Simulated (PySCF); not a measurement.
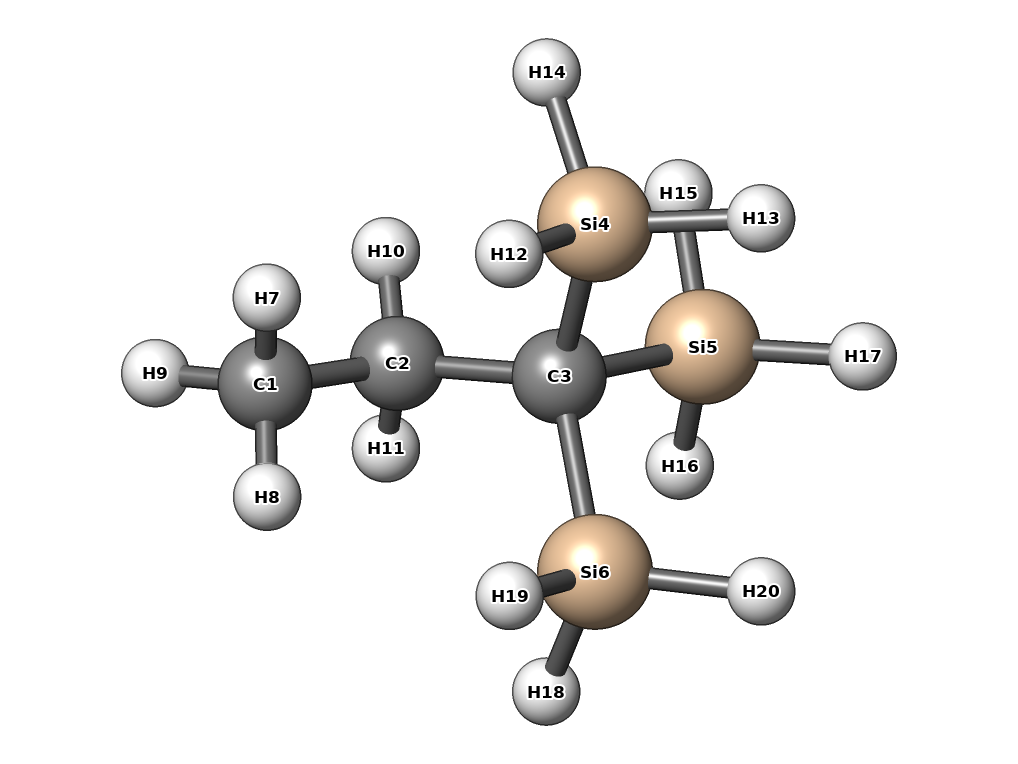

The thickness of each stick grows with its Mayer bond order. Computed geometry: PBE0-D3(BJ)/def2-SVP optimisation. No frequency run is at hand to confirm it as a minimum. Level of theory: PBE0/cc-pVDZ (PySCF 2.14.0).

> Which bond has the highest Mayer bond order?

C1–C2, 1.10, at a length of 1.523 Å.

List the Mayer bond orders of C1–C2, C1–H7, C1–H9, C2–C3, C2–H10, C3–Si5, C3–Si4, Si5–H15, Si5–H17, Si4–H14, Si4–H12, Si4–H13 (one bond of each equivalent set).

```json
{"bond": "C1–C2", "Mayer order": "1.10", "length (Å)": "1.523"}
{"bond": "C1–H7", "Mayer order": "0.96", "length (Å)": "1.101"}
{"bond": "C1–H9", "Mayer order": "0.96", "length (Å)": "1.100"}
{"bond": "C2–C3", "Mayer order": "1.00", "length (Å)": "1.553"}
{"bond": "C2–H10", "Mayer order": "0.94", "length (Å)": "1.105"}
{"bond": "C3–Si5", "Mayer order": "0.96", "length (Å)": "1.896"}
{"bond": "C3–Si4", "Mayer order": "0.95", "length (Å)": "1.896"}
{"bond": "Si5–H15", "Mayer order": "0.95", "length (Å)": "1.497"}
{"bond": "Si5–H17", "Mayer order": "0.96", "length (Å)": "1.494"}
{"bond": "Si4–H14", "Mayer order": "0.95", "length (Å)": "1.497"}
{"bond": "Si4–H12", "Mayer order": "0.95", "length (Å)": "1.496"}
{"bond": "Si4–H13", "Mayer order": "0.96", "length (Å)": "1.495"}
```
